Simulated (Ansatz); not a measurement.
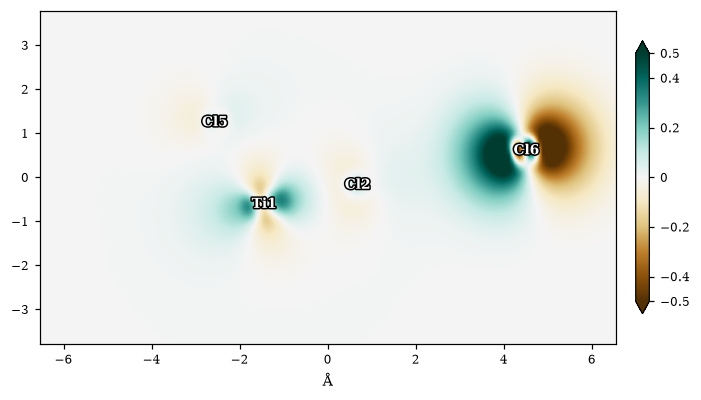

*Cl$_{4}$Ti···Cl (doublet). One frontier orbital on the plane of atoms Cl2, Ti1 and Cl5 (values in Å⁻³ᐟ²; the overall sign is arbitrary).*

Computed with UHF/def2-SVP (Ansatz 0.2.0).

```xyz
6

Ti    0.0005    0.0000   -0.1456
Cl    0.0004    0.0000    2.0249
Cl    2.0436    0.0000   -0.8675
Cl   -1.0211    1.7693   -0.8677
Cl   -1.0211   -1.7693   -0.8677
Cl    0.0000    0.0000    5.9360
```

**Which orbital is it: HOMO (β) or LUMO (β)?**

The LUMO (β), at −0.53 eV. Its weight (Hirshfeld) is mainly on Cl6 (about 95 %).
